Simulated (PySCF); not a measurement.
**F$_{2}$O$_{2}$S, SMILES `O=S(=O)(F)F`: what the electrons do**

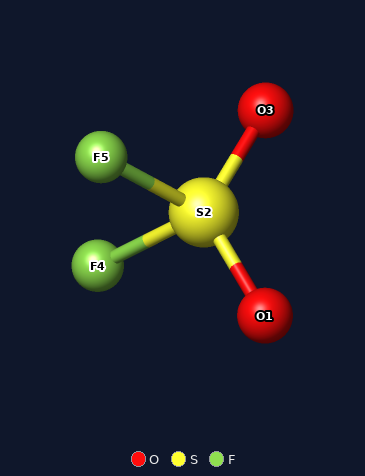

The molecule, with its atoms numbered as below. No frequency check shows the geometry to be a minimum.

Geometry (Å), atoms numbered from 1:

```
O1       0.8356   -1.2406   -0.0468
S2       0.1881    0.0000    0.0000
O3       0.8357    1.2405    0.0468
F4      -0.9100    0.0445   -1.1604
F5      -0.9100   -0.0444    1.1605
```

### 1. Bonding charge

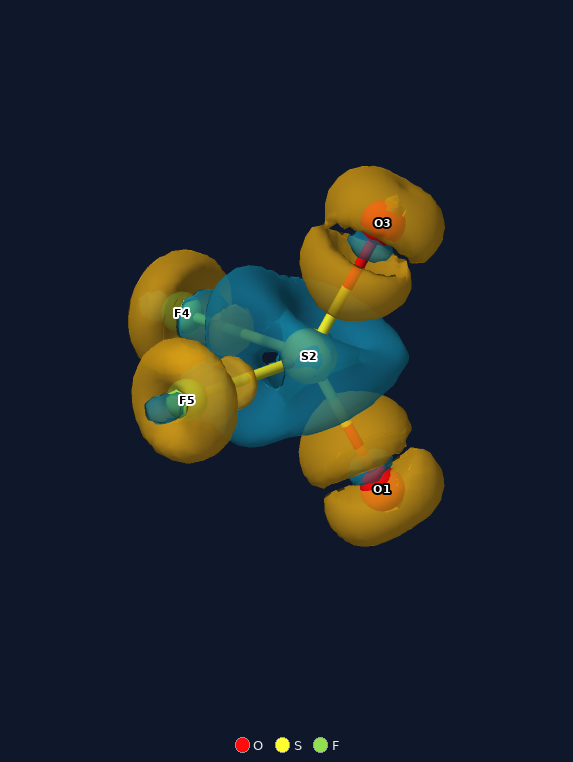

Deformation density (molecule less spherical, spin-averaged free atoms at the same positions), surfaces at ±0.17 e/Å³; yellow: gain, teal: loss.

Level of theory: B3LYP/def2-TZVP (PySCF), at a geometry from GFN2-xTB.

**How much density has each bond gained at its critical point, relative to the free atoms?**

S2–O3 and O1–S2: +0.35 e/Å³ at the bond critical point (bond length 1.40 Å, Mayer order 2.0). S2–F4 and S2–F5: −0.01 e/Å³ at the bond critical point (bond length 1.60 Å, Mayer order 1.0); up to 0.6 Å beside the axis the gain reaches +0.26 e/Å³. In all, 1.3 electrons gather in the regions of gain relative to the promolecule. A small or negative value marks a very polar bond, one between electron-rich atoms, whose free-atom densities already overlap strongly, a long bond to a heavier atom, or a closed-shell contact such as a hydrogen bond.

**Where do the Hirshfeld charges lie?**

The highest Hirshfeld charge is on S2 (+0.63 e), the lowest on O1 and O3 (−0.23 e).

```tsv
atom	charge (e)
O1	−0.23
S2	+0.63
O3	−0.23
F4	−0.09
F5	−0.09
```

### 2. Bond critical points

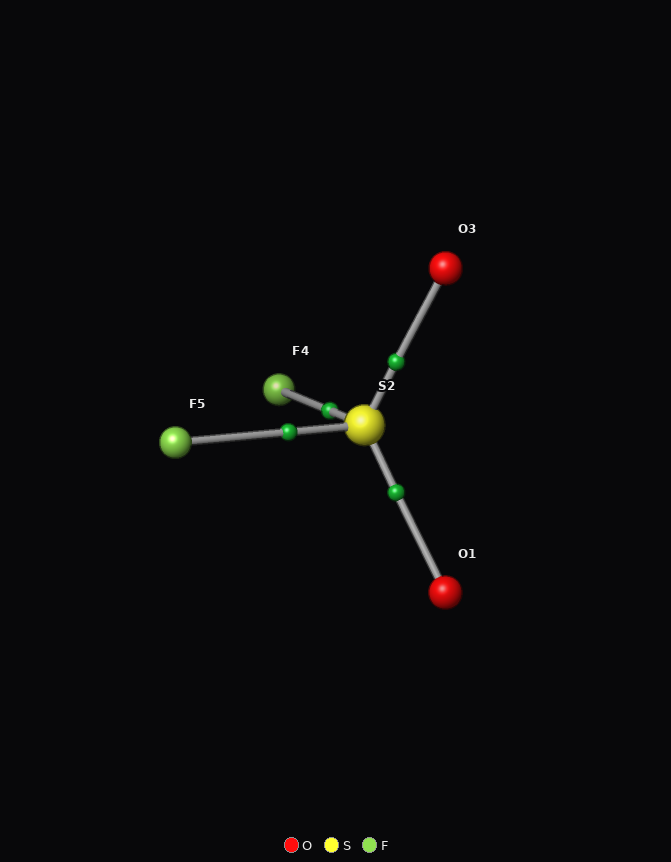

Molecular graph of the electron density (QTAIM): bond paths, bond critical points (green), ring points (magenta, if any); weak paths are dashed.

**How many critical points of each kind are there, and does the count close?**

5 nuclei, 4 bond, 0 ring and 0 cage critical points: 5 − 4 + 0 − 0 = 1, as the Poincaré–Hopf relation requires.

**Tabulate density, Laplacian, ellipticity and energy density at the bond critical points (atomic units).**

```
           bond  length (Å)  ρ (a.u.)  ∇²ρ (a.u.)     ε  H (a.u.)
S2–O3 (2 alike)       1.400     0.335       +1.23  0.07    −0.410
S2–F4 (2 alike)       1.598     0.211       −0.03  0.01    −0.243
```

**What kind of interaction is S2–F4?**

Shared-shell (covalent): ρ = 0.211, ∇²ρ = −0.03, H = −0.243 a.u.

### 3. Local ionisation energy

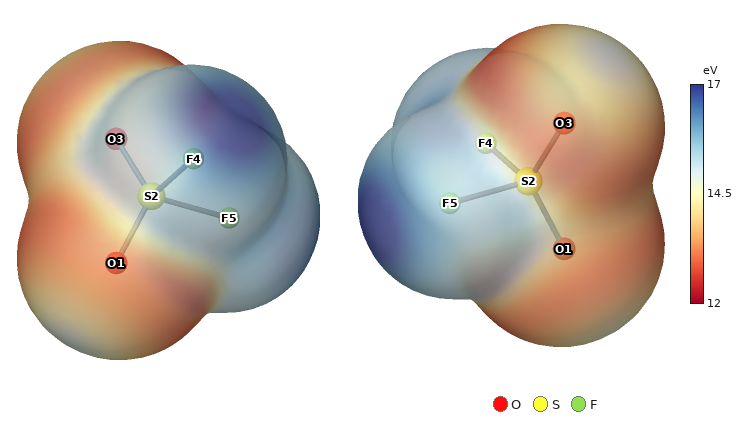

Average local ionisation energy on the surface of electron density 0.001 a.u. (back view left, front view right).

**Where are the most loosely bound electrons on this surface?**

The lowest value is 12.8 eV, 1.8 Å from O3, and at like points elsewhere. Further minima include 13.0 eV, 1.8 Å from O1, and at like points elsewhere. For comparison, the highest occupied orbital lies at −10.6 eV.

### 4. Excited states

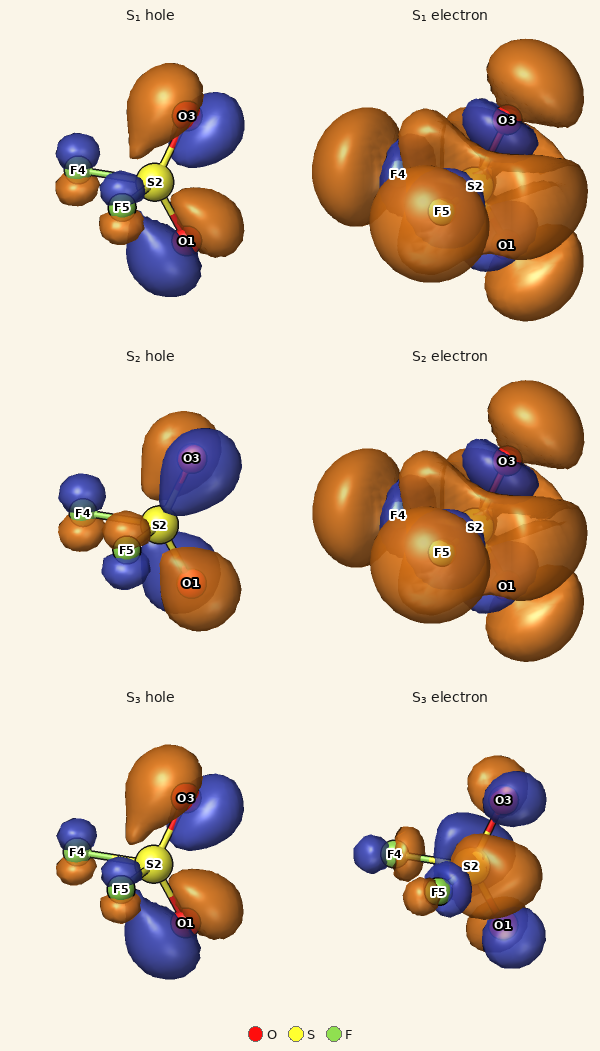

Leading natural transition orbitals (TDA singlet states).

Level of theory: CAM-B3LYP/6-311+G** (PySCF), at a geometry from GFN2-xTB.

**Describe these excited states.**

By state:
- S₁: 7.81 eV (159 nm), f = 0.001 (very weak); the leading pair carries 99 %; hole on O1 and O3 (39 % each), S2 (10 %) and F4 and F5 (5 % each), electron on S2 (35 %), F4 and F5 (18 % each) and O1 and O3 (14 % each); their centroids lie 0.6 Å apart.
- S₂: 8.19 eV (151 nm), f = 0.000 (dark); the leading pair carries 99 %; hole on O1 and O3 (37 % each), S2 (12 %) and F4 and F5 (7 % each), electron on S2 (35 %), F4 and F5 (18 % each) and O1 and O3 (14 % each); their centroids lie 0.6 Å apart.
- S₃: 8.64 eV (144 nm), f = 0.000 (dark); the leading pair carries 99 %; hole on O1 and O3 (41 % each) and S2 (11 %), electron on S2 (44 %), O1 and O3 (19 % each) and F4 and F5 (9 % each); their centroids lie 0.3 Å apart.

### 5. Removing or adding an electron

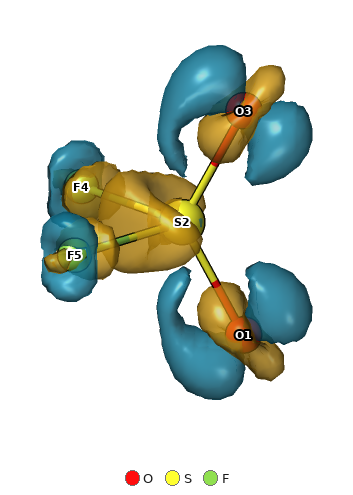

Dual descriptor f⁺ − f⁻ at ±0.1 e/Å³ (yellow positive, teal negative).

Level of theory: CAM-B3LYP/def2-TZVP (PySCF), at a geometry from GFN2-xTB.

**Which atoms come out as electrophilic, and which as nucleophilic?**

Electrophilic (positive): S2 (+0.09) and F4 and F5 (+0.07). Nucleophilic (negative): O1 and O3 (−0.12). f⁻ (Hirshfeld-condensed) is largest on O1 and O3 (0.30 each); the vertical ionisation energy is 13.76 eV (the stability of the cation's solution wasn't checked). f⁺ (Hirshfeld-condensed) is largest on S2 (0.25), F4 and F5 (0.19 each) and O1 and O3 (0.19 each); the vertical electron affinity is −1.74 eV (the stability of the anion's solution wasn't checked; negative, but this basis has no diffuse functions, so it doesn't show that the anion is unbound).

The PySCF runs shown took 11 s, 110 s and 57 s on 1 thread of Intel(R) Xeon(R) Platinum 8259CL CPU @ 2.50GHz (Skylake/Cascade Lake), with other jobs on the host.
